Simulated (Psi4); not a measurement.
**GaCl2O (SMILES [O][Ga]([Cl])[Cl]): UMP3/aug-cc-pVDZ**

What is the vertical ionisation energy of GaCl2O at UMP3/aug-cc-pVDZ? 

The calculation is run with Psi4 1.11.

1 further run of the same task is left out (set aside as unsound or not needed).

## Step 1: Starting point

GaCl2O: 4 atoms, total charge 0, spin state doublet. SMILES: `[O][Ga]([Cl])[Cl]`. Geometry: relaxed at PBE0-D4/def2-TZVP.

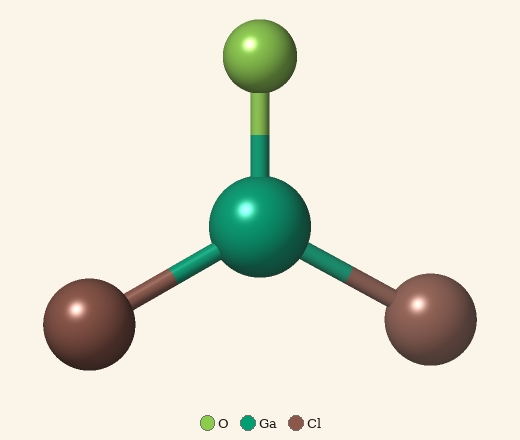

Viewed from a chosen angle; oxygen green, gallium teal, chlorine brown.

## Step 2: A single-point energy at UMP3/aug-cc-pVDZ

The input, cl2gao.py:

```python
import psi4

psi4.set_memory('1600 MB')
psi4.set_num_threads(1)
psi4.core.set_output_file('psi4.out', False)

molecule = psi4.geometry("""
0 2
O
Ga 1 1.793584
Cl 2 2.10984 1 118.51074
Cl 2 2.109767 1 118.51853 3 179.99277
symmetry c1
no_reorient
no_com
""")

psi4.set_options({
    'reference': 'uhf',
    'puream': True,
    'e_convergence': 1e-09,
    'd_convergence': 1e-08,
    'scf_type': 'pk',
    'num_frozen_docc': 20,
    'maxiter': 100,
    'mp_type': 'conv',
})

energy_value = psi4.energy("mp3/aug-cc-pVDZ")
print('E =', round(energy_value, 9))
```

Command:

```
$ python cl2gao.py
```

psi4.out, shortened:

```text
[...]
  Running in c1 symmetry.
[...]
  Nuclear repulsion =  421.632938308427867
[...]
  Multiplicity = 2
[...]
  Nalpha       = 37
  Nbeta        = 36
[...]
    Number of basis functions: 113
[...]
   @UHF iter   1: -2916.22133218163708   -3.99679e+00   1.08802e-02 DIIS/ADIIS
[...]
   @UHF iter  16: -2917.20232205909906   -4.09273e-12   4.72241e-09 DIIS
[...]
   @S^2 Observed:                7.597710931E-01
[...]
    Orbital Energies [Eh]
    ---------------------
    Alpha Occupied:
       1A   -378.965313     2A   -104.852674     3A   -104.852661
       4A    -48.309189     5A    -42.640063     6A    -42.637391
       7A    -42.636680     8A    -20.648625     9A    -10.580061
      10A    -10.580046    11A     -8.047235    12A     -8.047221
      13A     -8.044657    14A     -8.044644    15A     -8.044568
      16A     -8.044554    17A     -6.518205    18A     -4.613443
      19A     -4.611033    20A     -4.608570    21A     -1.388410
      22A     -1.322579    23A     -1.320535    24A     -1.316343
      25A     -1.314374    26A     -1.285300    27A     -1.109216
      28A     -1.096088    29A     -0.661859    30A     -0.650998
      31A     -0.568396    32A     -0.566406    33A     -0.533233
      34A     -0.501311    35A     -0.493824    36A     -0.486543
[...]
  @UHF Final Energy: -2917.20232205909906
   => Energetics <=
    Nuclear Repulsion Energy =            421.6329383084278675
    One-Electron Energy =               -4897.7994365399090384
    Two-Electron Energy =                1558.9641761723823947
    Total Energy =                      -2917.2023220590990604
  UHF NO Occupations:
  HONO-2 :   35  A 1.9986158
  HONO-1 :   36  A 1.9977791
[...]
 Multipole Moments:
 ------------------------------------------------------------------------------------
     Multipole            Electronic (a.u.)      Nuclear  (a.u.)        Total (a.u.)
 ------------------------------------------------------------------------------------
 L = 1.  Multiply by 2.5417464519 to convert [e a0] to [Debye]
 Dipole X            :         -0.0003696            0.0002280           -0.0001416
 Dipole Y            :          0.0004395           -0.0001960            0.0002435
 Dipole Z            :         -0.1675285            0.4039728            0.2364444
 Magnitude           :                                                    0.2364445
[...]
	SCS-MP2 Total Energy (a.u.)        : -2917.70139496099728
	SOS-MP2 Total Energy (a.u.)        : -2917.69146104759557
[...]
	SOS-PI-MP2 Total Energy (a.u.)     : -2917.72908712363369
[...]
	MP2 Total Energy (a.u.)            : -2917.72126278780024
[...]
	SCS-MP3 Total Energy (a.u.)        : -2917.70968599502976
[...]
	MP3 Total Energy (a.u.)            : -2917.75442692392926
[...]
```

The script printed:

```text
E = -2917.754426924
```

Run time: 2.1 min. Hardware: 1 thread of Intel Xeon Platinum 8259CL at 2.50GHz (Skylake/Cascade Lake), shared host; peak memory 1.1 GiB.

## Step 3: The singlet cation, same level

The input, cl2gao.inp:

```
memory 1600 MB

molecule {
  1 1
  O
  Ga 1 1.793584
  Cl 2 2.10984 1 118.51074
  Cl 2 2.109767 1 118.51853 3 179.99277
  symmetry c1
  no_reorient
  no_com
}

set {
  basis           aug-cc-pVDZ
  puream          true
  e_convergence   1e-09
  d_convergence   1e-08
  scf_type        pk
  num_frozen_docc 20
  mp_type         conv
}

E = energy('mp3')
print_variables()
```

Command:

```
$ psi4 -n 1 cl2gao.inp cl2gao.out
```

cl2gao.out, shortened:

```text
[...]
  Running in c1 symmetry.
[...]
  Nuclear repulsion =  421.632938308427867
[...]
  Multiplicity = 1
[...]
  Nalpha       = 36
  Nbeta        = 36
[...]
    Number of basis functions: 113
[...]
   @RHF iter   1: -2915.63672686620203   -3.41219e+00   1.12834e-02 ADIIS/DIIS
[...]
   @RHF iter  16: -2916.69154838586564   -8.18545e-12   5.41378e-09 DIIS
[...]
  @RHF Final Energy: -2916.69154838586564
   => Energetics <=
    Nuclear Repulsion Energy =            421.6329383084278675
    One-Electron Energy =               -4880.2318499439215884
    Two-Electron Energy =                1541.9073632496281334
    Total Energy =                      -2916.6915483858656444
[...]
 Multipole Moments:
 ------------------------------------------------------------------------------------
     Multipole            Electronic (a.u.)      Nuclear  (a.u.)        Total (a.u.)
 ------------------------------------------------------------------------------------
 L = 1.  Multiply by 2.5417464519 to convert [e a0] to [Debye]
 Dipole X            :         -0.0004052            0.0002280           -0.0001772
 Dipole Y            :          0.0003695           -0.0001960            0.0001735
 Dipole Z            :         -2.1733662            0.4039728           -1.7693933
 Magnitude           :                                                    1.7693934
[...]
	SCS-MP2 Total Energy (a.u.)        : -2917.17300737418282
	SOS-MP2 Total Energy (a.u.)        : -2917.16665087207502
[...]
	SOS-PI-MP2 Total Energy (a.u.)     : -2917.20319721716805
[...]
	MP2 Total Energy (a.u.)            : -2917.18572037839886
[...]
	SCS-MP3 Total Energy (a.u.)        : -2917.18302053464504
[...]
	MP3 Total Energy (a.u.)            : -2917.22577302024683
[...]
```

It took 1.9 min on 1 thread of Intel Xeon Platinum 8259CL at 2.50GHz (Skylake/Cascade Lake), shared host; peak memory 1.1 GiB.

## Step 4: Summary of results

Level: UMP3/aug-cc-pVDZ, 20 core orbitals frozen.

```
                                                                  quantity           value
                                              doublet GaCl2O: total energy  -2917.75443 Eh
doublet GaCl2O: HOMO energy (Hartree–Fock orbitals) (highest over α and β)       -13.09 eV
 doublet GaCl2O: LUMO energy (Hartree–Fock orbitals) (lowest over α and β)         0.60 eV
              doublet GaCl2O: correlation energy (20 core orbitals frozen)      -552.1 mEh
                         doublet GaCl2O: ⟨S²⟩ of the reference determinant           0.760
                                              singlet cation: total energy  -2917.22577 Eh
                       singlet cation: HOMO energy (Hartree–Fock orbitals)       -18.11 eV
                       singlet cation: LUMO energy (Hartree–Fock orbitals)       -10.83 eV
                     singlet cation: HOMO–LUMO gap (Hartree–Fock orbitals)         7.28 eV
              singlet cation: correlation energy (20 core orbitals frozen)      -534.2 mEh
                        vertical ionisation energy (to the singlet cation)       14.385 eV
```

In words: The vertical ionisation energy comes to 14.39 eV (332 kcal/mol). Only the singlet of the ionised species was computed; a triplet could lie lower.
